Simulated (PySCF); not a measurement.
# [Tb(H2CO)]3+: shape, vibrations and bonding

Task: relax [Tb(H2CO)]3+, compute its harmonic modes and analyse its electrons. It is a constructed species; whether it can be made isn't addressed.

The runs use PySCF 2.14.0; PBE0, Tb lcecp-1-SVP with ECP54, O def2-SVP, C def2-SVP, H def2-SVP; scalar-relativistic core potentials, no spin–orbit coupling.

1 further run of the same task is left out (for a known fault of the program).

**1. Starting geometry**

5 atoms, charge 3, spin multiplicity 1.

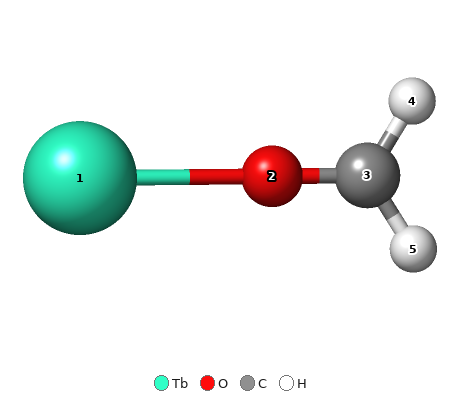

The starting geometry (terbium teal, oxygen red, carbon grey, hydrogen white); atoms are numbered from 1 in the order of the file.

Coordinates:

```xyz
5

Tb    0.00000    0.00000    0.00000
O     0.00000    0.00000    2.46000
C     0.00000    0.00000    3.68000
H     0.94000    0.00000    4.26000
H    -0.94000    0.00000    4.26000
```

Formal oxidation states: Tb +3. Each metal's 8 4f electrons lie in its core potential, so multiplicities, spins and levels count the valence alone.

**2. SCF at the start, singlet**

run.py (the lines that set the calculation) reads:

```python
mol = gto.M(atom='''
Tb     0.00000     0.00000     0.00000
O      0.00000     0.00000     2.46000
C      0.00000     0.00000     3.68000
H      0.94000     0.00000     4.26000
H     -0.94000     0.00000     4.26000''',
    basis={'Tb': 'lcecp-1-SVP', 'O': 'def2-SVP', 'C': 'def2-SVP', 'H': 'def2-SVP'},
    ecp={'Tb': 'lcecp-1-SVP'},
    charge=3, spin=0)
mf = dft.RKS(mol, xc='PBE0')
mf.grids.atom_grid = (50, 194)  # f atoms: unpruned, at least (60, 302)
mf = mf.density_fit()  # fitting sets: Tb AutoAux, O def2-universal-JKFIT, C def2-universal-JKFIT, H def2-universal-JKFIT
mf.conv_tol = 1e-08; mf.max_cycle = 55
mf.kernel(dm0)  # dm0: free metal ions and neutral atoms
```

Command:

```bash
$ OMP_NUM_THREADS=2 python run.py
```

The program printed:

```text
init E= -140.562846058645
  HOMO = -1.42988923926534  LUMO = -1.2543268367943  gap/eV = 4.77730
cycle= 1 E= -147.838848484728  delta_E= -7.28  |g|= 2.69  |ddm|= 2.93
cycle= 2 E= -135.571223100531  delta_E= 12.3  |g|= 4.61  |ddm|= 5.09
  HOMO = -1.10655195392909  LUMO = -0.874386756990368  gap/eV = 6.31754
cycle= 3 E= -149.242684579095  delta_E= -13.7  |g|= 0.783  |ddm|= 4.66
  HOMO = -0.851534173777829  LUMO = -0.758024609750485  gap/eV = 2.54452
cycle= 4 E= -149.380902300768  delta_E= -0.138  |g|= 0.571  |ddm|= 1.15
  HOMO = -0.848130115381831  LUMO = -0.760610127644919  gap/eV = 2.38154
cycle= 5 E= -149.443221359379  delta_E= -0.0623  |g|= 0.167  |ddm|= 0.531
  HOMO = -0.854018164533148  LUMO = -0.737524506156997  gap/eV = 3.16995
cycle= 6 E= -149.448788833256  delta_E= -0.00557  |g|= 0.023  |ddm|= 0.129
  HOMO = -0.858032227324902  LUMO = -0.735850102232544  gap/eV = 3.32474
cycle= 7 E= -149.448912431803  delta_E= -0.000124  |g|= 0.00509  |ddm|= 0.0261
  HOMO = -0.857613799373411  LUMO = -0.736665412351315  gap/eV = 3.29117
cycle= 8 E= -149.448920227941  delta_E= -7.8e-06  |g|= 0.0024  |ddm|= 0.00992
  HOMO = -0.857899958696994  LUMO = -0.73629006148109  gap/eV = 3.30917
cycle= 9 E= -149.44892186696  delta_E= -1.64e-06  |g|= 0.000127  |ddm|= 0.00299
  HOMO = -0.857871205482351  LUMO = -0.736313787482985  gap/eV = 3.30775
cycle= 10 E= -149.448921874888  delta_E= -7.93e-09  |g|= 4.71e-05  |ddm|= 0.000308
  HOMO = -0.857889590215397  LUMO = -0.736302100219128  gap/eV = 3.30856
Extra cycle  E= -149.448921873226  delta_E= 1.66e-09  |g|= 9.75e-05  |ddm|= 0.000149
converged SCF energy = -149.448921873226
```

Wall time 3.6 s (2 threads of Arm Neoverse N1, shared host); peak memory 0.39 GiB.

Result: E = -149.448922 Eh, HOMO -23.34 eV, LUMO -20.04 eV, Mulliken charge on Tb1 +2.54 e. 

**3. Relaxation, singlet**

Steps are kept in the start's point group, C2v.

run.py (the lines that set the calculation) reads:

```python
mol = gto.M(atom='''
Tb     0.00000     0.00000    -0.48744
O      0.00000     0.00000     1.97256
C      0.00000     0.00000     3.19256
H      0.94000     0.00000     3.77256
H     -0.94000     0.00000     3.77256''',
    basis={'Tb': 'lcecp-1-SVP', 'O': 'def2-SVP', 'C': 'def2-SVP', 'H': 'def2-SVP'},
    ecp={'Tb': 'lcecp-1-SVP'},
    charge=3, spin=0)
mf = dft.RKS(mol, xc='PBE0')
mf.grids.atom_grid = (50, 194)  # f atoms: unpruned, at least (60, 302)
mf = mf.density_fit()  # fitting sets: Tb AutoAux, O def2-universal-JKFIT, C def2-universal-JKFIT, H def2-universal-JKFIT
mf.conv_tol = 1e-08; mf.max_cycle = 55
mf.kernel(dm0)  # dm0: an SCF of this state at this start
# quasi-Newton relaxation in Cartesian coordinates to a largest gradient under 0.00045 Eh/bohr, steps kept in the point group
```

Command:

```bash
$ OMP_NUM_THREADS=2 python run.py
```

The driver keeps no SCF log for this step, only its results.

It took 21 s on 2 threads of Arm Neoverse N1, shared host.

Along the way:

```
step  energy from step 1 (eV)  largest force component (eV/Å)
   1                   0.0000                          4.4676
   2                  -0.3885                          2.5474
   3                  -0.6187                          3.8932
   4                  -0.7427                          0.9248
   5                  -0.7692                          0.2948
   6                  -0.7723                          0.0955
   7                  -0.7724                          0.0183
   8                  -0.7724                          0.0013
```

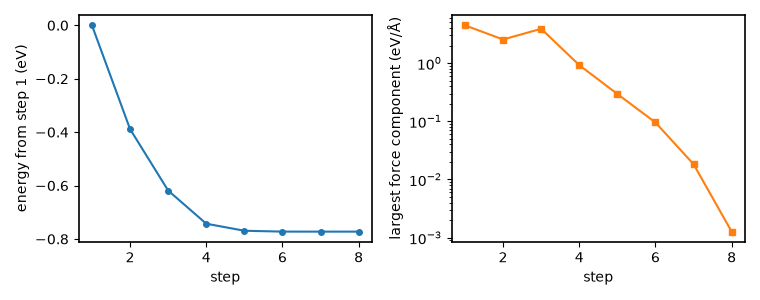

Energy and force, step by step.

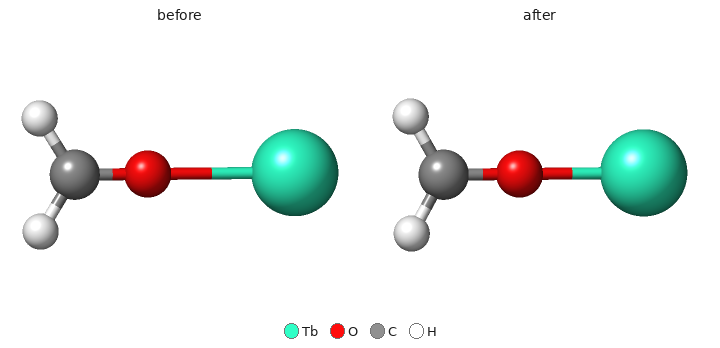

The geometry before (left) and after (right).

Close pairs (by a distance rule), those that changed most:

```
  bond  before (Å)  after (Å)  change (Å)
Tb1–O2       2.460      2.079      -0.381
 O2–C3       1.220      1.269      +0.049
 C3–H4       1.105      1.114      +0.009
 C3–H5       1.105      1.114      +0.009
```

It ends in C2v at E = -149.477308 Eh.

```
Tb    0.00000    0.00000   -0.19681
O     0.00000    0.00000    1.88179
C     0.00000    0.00000    3.15036
H     0.97209    0.00000    3.69374
H    -0.97209    0.00000    3.69374
```

**4. The relaxed geometry turned into its symmetry frame**

run.py (the lines that set the calculation) reads:

```python
mol = gto.M(atom='''
Tb     0.00000     0.00000    -0.43007
O      0.00000     0.00000     1.64853
C      0.00000     0.00000     2.91710
H      0.97209     0.00000     3.46048
H     -0.97209     0.00000     3.46048''',
    basis={'Tb': 'lcecp-1-SVP', 'O': 'def2-SVP', 'C': 'def2-SVP', 'H': 'def2-SVP'},
    ecp={'Tb': 'lcecp-1-SVP'},
    charge=3, spin=0)
mf = dft.RKS(mol, xc='PBE0')
mf.grids.atom_grid = (50, 194)  # f atoms: unpruned, at least (60, 302)
mf = mf.density_fit()  # fitting sets: Tb AutoAux, O def2-universal-JKFIT, C def2-universal-JKFIT, H def2-universal-JKFIT
mf.conv_tol = 1e-08; mf.max_cycle = 55
mf.kernel(dm0)  # dm0: free metal ions and neutral atoms
```

Command:

```bash
$ OMP_NUM_THREADS=2 python run.py
```

The program printed:

```text
init E= -140.527125756084
  HOMO = -1.44261501756193  LUMO = -1.26217863047193  gap/eV = 4.90992
cycle= 1 E= -147.795001028866  delta_E= -7.27  |g|= 2.78  |ddm|= 2.96
cycle= 2 E= -136.685916387921  delta_E= 11.1  |g|= 4.31  |ddm|= 5.08
  HOMO = -1.21975709796288  LUMO = -0.972034824182476  gap/eV = 6.74087
cycle= 3 E= -149.132620495395  delta_E= -12.4  |g|= 1.11  |ddm|= 4.73
  HOMO = -0.959649697726036  LUMO = -0.730174934819566  gap/eV = 6.24433
cycle= 4 E= -149.368842652222  delta_E= -0.236  |g|= 0.736  |ddm|= 1.21
  HOMO = -0.934461972429066  LUMO = -0.736731306710532  gap/eV = 5.38053
cycle= 5 E= -149.471608483953  delta_E= -0.103  |g|= 0.155  |ddm|= 0.549
  HOMO = -0.920150305186521  LUMO = -0.720750623493218  gap/eV = 5.42594
cycle= 6 E= -149.476528185827  delta_E= -0.00492  |g|= 0.0528  |ddm|= 0.174
  HOMO = -0.92871996948962  LUMO = -0.717177779502816  gap/eV = 5.75636
cycle= 7 E= -149.477293620704  delta_E= -0.000765  |g|= 0.00734  |ddm|= 0.0552
  HOMO = -0.928989086896213  LUMO = -0.718085881156249  gap/eV = 5.73897
cycle= 8 E= -149.477306473109  delta_E= -1.29e-05  |g|= 0.00277  |ddm|= 0.00871
  HOMO = -0.929186674021786  LUMO = -0.717955644060983  gap/eV = 5.74789
cycle= 9 E= -149.477307997652  delta_E= -1.52e-06  |g|= 0.000286  |ddm|= 0.00175
  HOMO = -0.929232226342556  LUMO = -0.717931757823238  gap/eV = 5.74978
cycle= 10 E= -149.477308018857  delta_E= -2.12e-08  |g|= 1.52e-05  |ddm|= 0.000292
  HOMO = -0.929232254915089  LUMO = -0.717934653728616  gap/eV = 5.74970
cycle= 11 E= -149.477308018953  delta_E= -9.61e-11  |g|= 1.56e-06  |ddm|= 2.54e-05
  HOMO = -0.929232204426544  LUMO = -0.717934423902037  gap/eV = 5.74971
Extra cycle  E= -149.477308018955  delta_E= -1.53e-12  |g|= 1.11e-06  |ddm|= 3.51e-06
converged SCF energy = -149.477308018955
```

Wall time 1.3 s (2 threads of Arm Neoverse N1, shared host).

Read off: E = -149.477308 Eh, HOMO -25.29 eV, LUMO -19.54 eV, Mulliken charge on Tb1 +2.45 e. 

**5. Harmonic vibrations**

run.py (the lines that set the calculation), as its differences from that of step 4:

```diff
@@ -12,3 +12,4 @@
 mf = mf.density_fit()  # fitting sets: Tb AutoAux, O def2-universal-JKFIT, C def2-universal-JKFIT, H def2-universal-JKFIT
-mf.conv_tol = 1e-08; mf.max_cycle = 55
-mf.kernel(dm0)  # dm0: free metal ions and neutral atoms
+mf.conv_tol = 1e-10; mf.max_cycle = 55
+mf.kernel(dm0)  # dm0: the density of the relaxed state
+# Hessian and dipole derivatives by central differences of gradients, 0.02 bohr
```

Command:

```bash
$ OMP_NUM_THREADS=2 python run.py
```

No log is kept here; the results follow.

Run time: 41 s. Hardware: 2 threads of Arm Neoverse N1, shared host.

Point group C2v; negative numbers are unstable modes, and those under 60 cm⁻¹ are near the numerical noise:

```
cm⁻¹  km/mol  symmetry
 256    61.4        b2
 276    68.3        b1
 439    23.6        a1
1172    19.8        b2
1245     5.5        b1
1436   298.7        a1
1548   281.3        a1
3008   100.9        a1
3162   100.1        b2
```

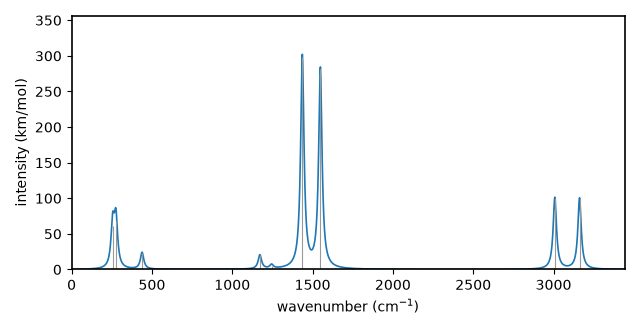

The infrared spectrum from the harmonic lines. Lines are broadened to a width of 25 cm⁻¹ (Lorentzian).

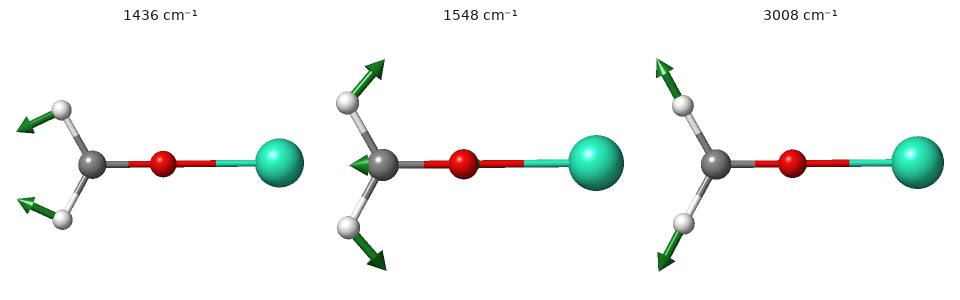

How the atoms move in 3 of the modes.

**6. Charges, bond orders and levels**

run.py (the lines that set the calculation) reads:

```python
mol = gto.M(atom='''
Tb     0.00000     0.00000    -0.19681
O      0.00000     0.00000     1.88179
C      0.00000     0.00000     3.15036
H      0.97209     0.00000     3.69374
H     -0.97209     0.00000     3.69374''',
    basis={'Tb': 'lcecp-1-SVP', 'O': 'def2-SVP', 'C': 'def2-SVP', 'H': 'def2-SVP'},
    ecp={'Tb': 'lcecp-1-SVP'},
    charge=3, spin=0)
mf = dft.RKS(mol, xc='PBE0')
mf.grids.atom_grid = (75, 302)  # f atoms: unpruned, at least (60, 302)
mf = mf.density_fit()  # fitting sets: Tb AutoAux, O def2-universal-JKFIT, C def2-universal-JKFIT, H def2-universal-JKFIT
mf.conv_tol = 1e-09; mf.max_cycle = 55
mf.kernel(dm0)  # dm0: the density of the relaxed state
```

Command:

```bash
$ OMP_NUM_THREADS=2 python run.py
```

The program printed:

```text
init E= -149.47730557011
  HOMO = -0.929227495487446  LUMO = -0.717934451233076  gap/eV = 5.74958
cycle= 1 E= -149.477305570295  delta_E= -1.85e-10  |g|= 4.13e-05  |ddm|= 0.000103
  HOMO = -0.929237870415342  LUMO = -0.717934029997746  gap/eV = 5.74987
cycle= 2 E= -149.477305569384  delta_E= 9.11e-10  |g|= 8.03e-05  |ddm|= 7.68e-05
  HOMO = -0.929231822940888  LUMO = -0.717934006353977  gap/eV = 5.74971
cycle= 3 E= -149.477305570623  delta_E= -1.24e-09  |g|= 8.34e-07  |ddm|= 4.97e-05
  HOMO = -0.929231669014971  LUMO = -0.717934206734626  gap/eV = 5.74970
cycle= 4 E= -149.477305570623  delta_E= 2.84e-14  |g|= 4.14e-07  |ddm|= 1.64e-06
  HOMO = -0.929231793267078  LUMO = -0.71793416526  gap/eV = 5.74970
Extra cycle  E= -149.477305570624  delta_E= -6.82e-13  |g|= 4.65e-07  |ddm|= 9.51e-07
converged SCF energy = -149.477305570624
```

Run time: 8.4 s. Hardware: 2 threads of Arm Neoverse N1, shared host.

Result: E = -149.477306 Eh, HOMO -25.29 eV, LUMO -19.54 eV, Mulliken charge on Tb1 +2.45 e, largest force component 0.002 eV/Å. 

Löwdin charges:

```
atom  value (e)
 Tb1       2.30
  O2      -0.10
  C3       0.53
  H4       0.13
  H5       0.13
```

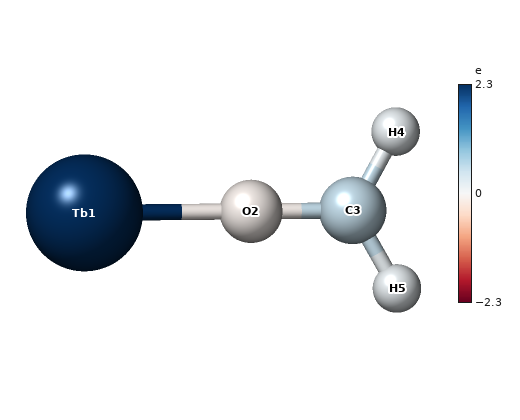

Löwdin charges, as colours on the atoms.

Mulliken charges: Tb1 +2.45, O2 -0.38, C3 +0.40, H4 +0.26, H5 +0.26 e.

Contacts (the nearest donor of each ligand) and Mayer bond orders:

```
      contact  distance (Å)  bond order
Tb1–O2 (H2CO)         2.079        0.88
```

Mulliken populations of Tb1 outside the core potential: s 2.04, p 6.05, d 0.44, f 0.03.

Orbitals, density, ELF and potential are computed afterwards from the orbital file.

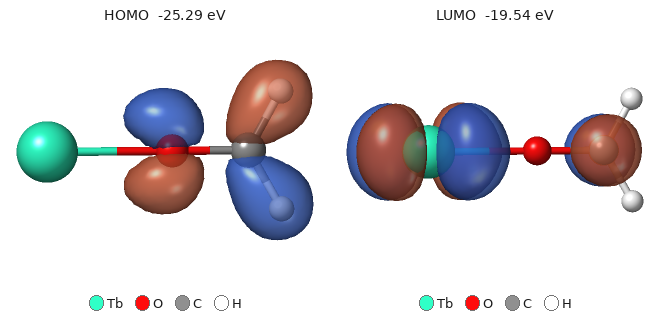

Frontier orbitals at PBE0; each surface holds 70 % of the orbital's density, blue and red mark the sign.

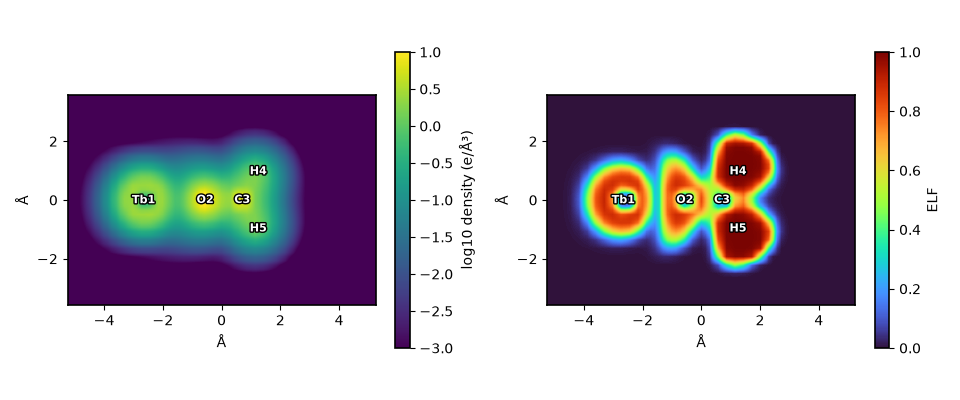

Density (left) and ELF (right) in a plane through or near 5 of the atoms.

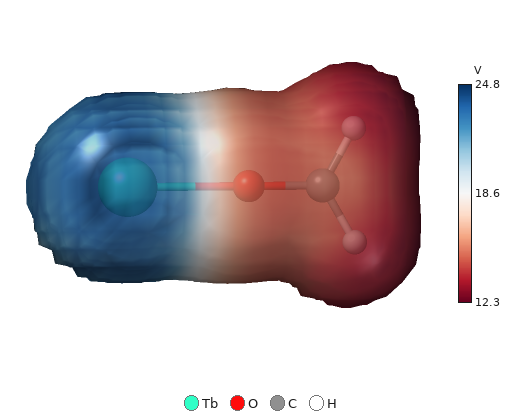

Electrostatic potential on the surface of density 0.002 e/bohr³; red is low, blue high. It runs from 12.31 to 24.82 V.

**7. Outcome**

| quantity | value |
| --- | --- |
| state and point group | singlet in the valence, C2v |
| modes | 256 to 3162 cm⁻¹, none unstable |
| strongest infrared band (modes within 1.5 cm⁻¹ summed) | 1436 cm⁻¹ (299 km/mol) |
| zero-point energy | 0.777 eV |
| ideal gas, 298 K, 1 bar | S = 297.4, Cp = 55.9 J/(mol K) |
| metal–ligand contacts | 2.08 Å |
| frontier levels | HOMO -25.29 eV, LUMO -19.54 eV |
| dipole about the centre of mass | 4.87 D |
| mean polarisability | 3.7 Å³ |

What this shows: All modes are real, so the structure is a minimum. The metal carries +2.30 e by Löwdin's partition against a formal +3, and bond orders to the nearest donors reach 0.88. Both measures hang on the basis. One start shape was tried, so another isomer may lie lower. The bases are small and lack diffuse functions. Spin–orbit coupling is left out.
